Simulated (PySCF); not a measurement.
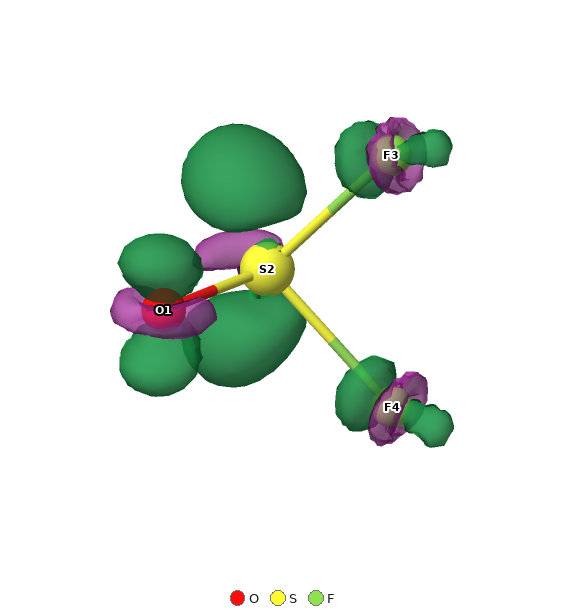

F₂OS, SMILES `O=S(F)F`. Fukui function f⁺ = ρ(N+1) − ρ(N) at fixed geometry, surfaces at ±0.06 e/Å³ (green positive, purple negative).

PySCF calculation, BP86/def2-SVPD, gas phase; geometry: GFN2-xTB. No frequency check shows the geometry to be a minimum. GFN2-xTB bond lengths at metals and heavier atoms can be off by up to 0.1 Å and shapes distorted, which carries into these values.

Coordinates in Å:

```
O1      -1.3734   -0.0134    0.3741
S2      -0.2009   -0.0025   -0.4086
F3       0.7764    1.2084    0.1967
F4       0.8016   -1.1921    0.1972
```

Q: On which atoms does the density change most on addition of an electron?

A: f⁺ (Hirshfeld-condensed) is largest on S2 (0.51); the vertical electron affinity is −0.22 eV (the stability of the anion's solution wasn't checked; negative: at this level and geometry the extra electron isn't bound, and the finite basis holds it). Condensed values hint at sites of nucleophilic attack but needn't mark the atom that reacts. Orbital relaxation makes it negative in places (0.11 e in all).
